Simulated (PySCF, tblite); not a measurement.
# C7H9O radical: geometry, infrared bands and EPR parameters

What infrared bands and EPR parameters should C7H9O radical (`OC[C@@]12C[C]3[C@@H](C1)[C@H]32`) show?

Programs: tblite 0.8.0 and PySCF 2.14.0, with density-fitted response routines of our own. Each step states its level of theory. These are calculated values for one molecule in the gas phase, unless marked as measured. Atoms are numbered from 0 throughout.

**1. Starting geometry**

17 atoms, charge 0, multiplicity 2; geometry from: force field or distance geometry start.

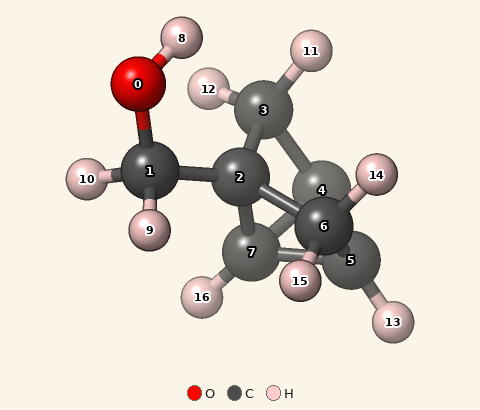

The starting geometry (oxygen red, carbon dark grey, hydrogen pink), atoms numbered; sticks join atoms by distance.

**2. Relaxing the molecule with GFN2-xTB**

Job settings and geometry (Å):

```
{"job": {"kind": "relax", "xc": "GFN2-xTB", "basis": "xTB"}, "charge": 0, "multiplicity": 2}
O      2.588100     0.191500     0.096100
C      1.425200     0.530800    -0.623700
C      0.187800    -0.001500    -0.022300
C     -0.024800    -1.455800     0.140300
C     -1.528700    -1.182600    -0.019200
C     -1.832000     0.240100     0.357300
C     -0.604200     0.926400     0.908500
C     -1.045500    -0.016900    -0.832800
H      2.364400    -0.592400     0.656300
H      1.319400     1.646600    -0.652200
H      1.587900     0.181700    -1.667100
H      0.201600    -1.817000     1.176500
H      0.289200    -2.125300    -0.650100
H     -2.809900     0.681100     0.345700
H     -0.450600     0.680600     1.986800
H     -0.476700     1.987900     0.647000
H     -1.198500     0.136800    -1.856900
```

Command:

```
$ OMP_NUM_THREADS=1 python probes_run.py task.json out
```

One launch serves the whole session: the jobs run in the order shown.

**Question.** This job is followed by: GFN2-xTB harmonic vibrations, gas phase; UKS B3LYP, pcH-1 on C H O, non-relativistic, mean-field spin-orbit, GIAO. Predict these results of the whole session: strongest single infrared mode (GFN2-xTB); zero-point energy (GFN2-xTB); g(iso) (B3LYP); ⟨S²⟩; largest a(iso); surface potential, least and greatest.

As calculated:

| quantity | value |
| --- | --- |
| strongest single infrared mode (GFN2-xTB) | 2986 cm⁻¹, 85 km/mol |
| zero-point energy (GFN2-xTB) | 87.7 kcal/mol |
| g(iso) (B3LYP) | 2.00293 |
| ⟨S²⟩ | 0.753 (exact 0.75) |
| largest a(iso) | 13C on C4, 421.0 MHz |
| surface potential, least and greatest | -1.53 V and 1.95 V |

**Reading.** Relaxing lowered the energy by 1.378 eV in 79 steps; the close pair that moved most is C2–C7, from 1.476 to 1.558 Å. No mode is imaginary among the 45: a minimum at this level. The strongest single mode, at 2986 cm⁻¹, moves mainly H11. Unscaled tight-binding wavenumbers are off by several per cent, some by more. Its intensities can rank the bands wrongly. C4 carries the largest spin population, 0.85 e. The isotropic g lies 0.6 ppt above the free-electron value.
